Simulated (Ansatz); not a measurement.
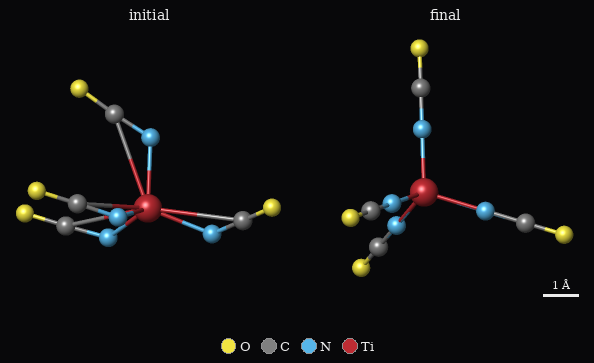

The structure of TiC4N4O4 (coarse preliminary run) before (left) and after (right) a relaxation, at one scale.

A ball-and-stick model, seen from a free direction.

The start comes from a force field.

Theory: Ansatz 0.2.0, RKS PBE-D4/def2-SVP.

Input
```yaml
crystal:
  periodic: [false, false, false]
  atoms:
    - {symbol: O, position_ang: [-1.996900, -1.851600, 1.923700]}
    - {symbol: C, position_ang: [-1.446400, -0.741100, 1.748600]}
    - {symbol: N, position_ang: [-0.856600, 0.358900, 1.568000]}
    - {symbol: Ti, position_ang: [0.580000, 0.561500, 0.028500]}
    - {symbol: N, position_ang: [1.317600, 2.427800, 0.036600]}
    - {symbol: C, position_ang: [0.560600, 3.465100, -0.061300]}
    - {symbol: O, position_ang: [-0.148600, 4.439800, -0.167500]}
    - {symbol: N, position_ang: [2.036800, -0.824200, 0.230600]}
    - {symbol: C, position_ang: [1.714800, -2.060800, 0.290800]}
    - {symbol: O, position_ang: [1.431600, -3.281400, 0.283000]}
    - {symbol: N, position_ang: [-0.481500, 0.245300, -1.724000]}
    - {symbol: C, position_ang: [-1.030000, -0.855700, -1.948200]}
    - {symbol: O, position_ang: [-1.661000, -1.918300, -2.194000]}
basis:
  gaussian: {orbitals: def2-SVP}
hamiltonian: {xc: pbe, dispersion: d4}
relax: {f_tol: 0.03, max_steps: 200}
```

Launched with:
```bash
ansatz run in.yaml --threads 4 --pin off --events-out ev --progress --plain --max-ram 46080MiB --backend cuda --devices 0, --max-vram 37GiB
```

Q: What changed between the two?

A: O10 moves most after the best rigid fit: 2.32 Å. Largest moves by element: O 2.32 Å, N 1.06 Å, C 0.93 Å, Ti 0.81 Å. Some distances before and after: N3–Ti4 2.115 → 1.875 Å, Ti4–C9 2.869 → 3.098 Å, Ti4–N11 2.073 → 1.875 Å, Ti4–C6 2.905 → 3.098 Å. Bond angles that change, for instance: Ti4–N8–C9 119.1° → 179.8°, C2–N3–Ti4 120.4° → 179.8°, Ti4–N11–C12 120.7° → 179.8°. After 20 accepted moves (22 points after the start) the energy has fallen by 245.3 kJ/mol. The largest force component goes from 5.7 to 0.00073 eV/Å. The line search rejected the trial steps at points 10, 18 of the run. The forces were under the threshold at step 17, but the run went on from there.
